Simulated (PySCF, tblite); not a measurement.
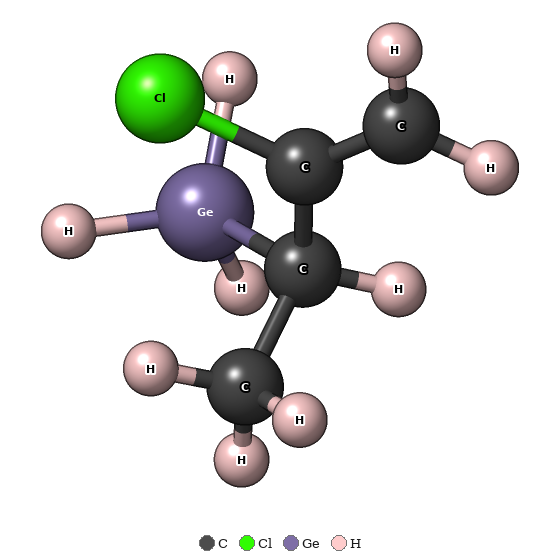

Geometry used (C₄H₉ClGe, SMILES C=C(Cl)[C@@H](C)[GeH3], singlet).

Vertical TDDFT excitations, PBE0/def2-SVPD in PySCF, at a GFN2-xTB geometry (a minimum by its frequencies), gas phase.

Question: Predict the low-lying singlet excitations and the spectrum.

Answer: The lowest singlet lies at 6.41 eV (194 nm, f = 0.003); the brightest of the first 8 is S2 at 6.53 eV (190 nm), f = 0.309, mainly HOMO → LUMO (87 %). No singlet lies below 3.1 eV (beyond 400 nm), so at this level no vertical transition falls in the visible.


```tsv
state	E (eV)	λ (nm)	f	main character
S1	6.41	194	0.003	HOMO → LUMO+1 (73 %)
S2	6.53	190	0.309	HOMO → LUMO (87 %)
S3	6.83	182	0.057	HOMO → LUMO+2 (71 %)
S4	7.01	177	0.016	HOMO−1 → LUMO (92 %)
S5	7.19	172	0.004	HOMO−2 → LUMO (90 %)
S6	7.40	167	0.020	HOMO → LUMO+3 (82 %)
S7	7.66	162	0.026	HOMO → LUMO+4 (72 %)
S8	7.70	161	0.003	HOMO → LUMO+5 (63 %)
```

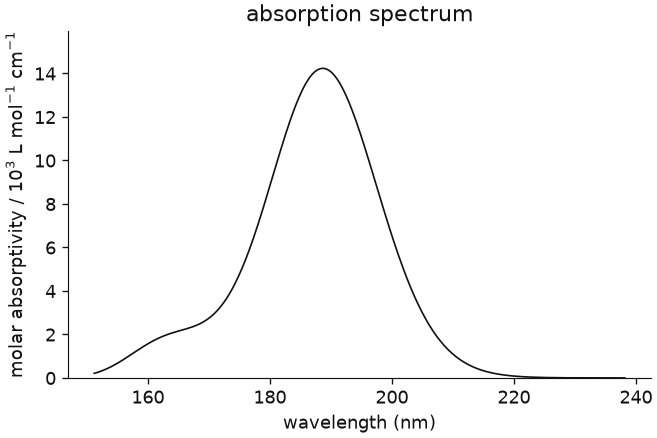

The lowest 8 singlet states are shown; each is broadened by a Gaussian of 1/e half-width 0.40 eV.

Caveats: states above the negative HOMO energy depend on the basis; the tight-binding geometry is rougher than a DFT one and adds to the error; one conformer of a flexible molecule; core orbitals are frozen in the response.
